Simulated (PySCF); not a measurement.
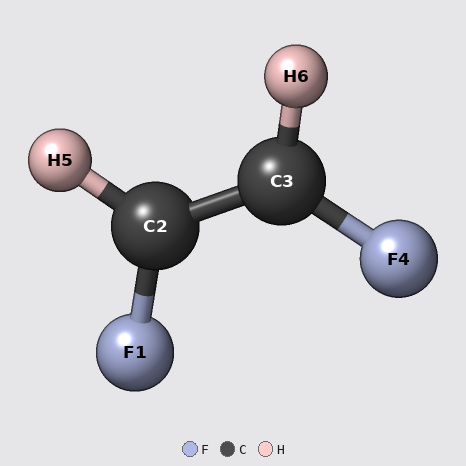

The geometry was computed by an optimisation with PBE0-D3(BJ)/def2-SVP. No frequency run is at hand to confirm it as a minimum. Properties computed with B3LYP/pcJ-1 indirect spin-spin coupling, non-relativistic, gas phase (PySCF 2.14.0). Isotopes: 13C, 19F, 1H.

Give the spin–spin coupling constants of these pairs, with the number of bonds between them: C2/H5, C2/C3, C3/F4, F1/H5, F1/C3, C2/F4, F4/H5.

| pair | bonds apart | J (Hz) |
| --- | --- | --- |
| C2, H5 | 1 | 208.9 |
| C2, C3 | 1 | 108.4 |
| C3, F4 | 1 | −337.8 |
| F1, H5 | 2 | 76.4 |
| F1, C3 | 2 | 6.8 |
| C2, F4 | 2 | 6.7 |
| F4, H5 | 3 | 17.4 |

Density functionals are unreliable for couplings to fluorine, so those rows may be far off.
